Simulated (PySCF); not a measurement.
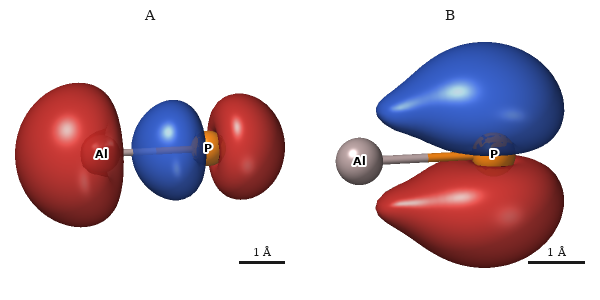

*AlP (charge +1, quartet). Two frontier α-spin orbitals, each drawn at the value that holds 80 % of its norm (red and blue are the two phases), in no order; of a degenerate pair one member is drawn.*

Level of theory: PBE0/def2-SVPD, non-relativistic Hamiltonian with scalar-relativistic core potentials where named, at a bond length of 2.494 Å (PySCF).

> Name the orbitals and rank them from lowest to highest energy.

Orbital B: π, occupied in this spin, −13.44 eV; mainly on P (90 %).
Orbital A: σ, occupied in this spin, −12.86 eV; shared between the atoms (Al 60 %, P 40 %).
